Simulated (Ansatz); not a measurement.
Cell of fluorite-type CoSi2 (0 0 1) on cubic SrTiO3 (0 0 1) (film strained to the substrate, started from cuts of the bulks and a machine-learned relaxation; slabs Sr3Ti4O11 and Co4Si8, which can lie off the formulas), relaxed at this level with a, b, gamma of the cell held:

```yaml
crystal:
  lattice:
    - [3.93699, 0.00084, 0.00498]
    - [-0.00044, 3.93494, -0.12314]
    - [0.68401, -1.80937, 25.65968]
  atoms:
    - { symbol: Sr, position: [0.04200, 0.98491, 0.11413] }
    - { symbol: Ti, position: [0.56130, 0.42789, 0.03559] }
    - { symbol: O, position: [0.09119, 0.35943, 0.02779] }
    - { symbol: O, position: [0.62574, 0.89349, 0.02804] }
    - { symbol: O, position: [0.55932, 0.46308, 0.10674] }
    - { symbol: Sr, position: [0.01069, 0.09172, 0.27133] }
    - { symbol: Ti, position: [0.52585, 0.53847, 0.19229] }
    - { symbol: O, position: [0.04233, 0.51807, 0.18517] }
    - { symbol: O, position: [0.54291, 0.01860, 0.18520] }
    - { symbol: O, position: [0.52419, 0.57472, 0.26368] }
    - { symbol: Sr, position: [0.96792, 0.20894, 0.42975] }
    - { symbol: Ti, position: [0.48866, 0.65060, 0.34851] }
    - { symbol: O, position: [0.00964, 0.62718, 0.34151] }
    - { symbol: O, position: [0.50980, 0.12736, 0.34168] }
    - { symbol: O, position: [0.49283, 0.68226, 0.42042] }
    - { symbol: Ti, position: [0.43555, 0.77456, 0.50142] }
    - { symbol: O, position: [0.97977, 0.73963, 0.49485] }
    - { symbol: O, position: [0.47137, 0.23365, 0.49763] }
    - { symbol: Co, position: [0.93726, 0.92003, 0.76539] }
    - { symbol: Co, position: [0.45776, 0.34904, 0.66334] }
    - { symbol: Co, position: [0.91659, 0.03888, 0.96669] }
    - { symbol: Co, position: [0.42058, 0.48629, 0.86602] }
    - { symbol: Si, position: [0.44674, 0.88279, 0.71361] }
    - { symbol: Si, position: [0.94820, 0.38661, 0.71551] }
    - { symbol: Si, position: [0.96628, 0.31670, 0.61762] }
    - { symbol: Si, position: [0.47316, 0.81226, 0.60979] }
    - { symbol: Si, position: [0.42235, 0.02025, 0.91534] }
    - { symbol: Si, position: [0.91030, 0.50840, 0.91538] }
    - { symbol: Si, position: [0.93004, 0.45342, 0.81622] }
    - { symbol: Si, position: [0.42861, 0.95242, 0.81588] }
```

These are PBE (plane waves to 420 eV, PAW; Ansatz, a quantum-chemistry and plane-wave program) values and carry that method's errors. No spin–orbit coupling; the runs are not spin-polarised. Its k-point mesh 8×8×1, Fermi–Dirac width 0.05 eV.

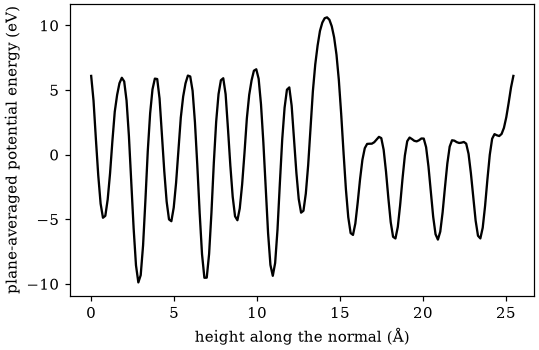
Figure. Smooth (PAW) electrostatic potential energy of an electron, averaged over planes, about its mean

The curve spans 20.5 eV over the stretch drawn.
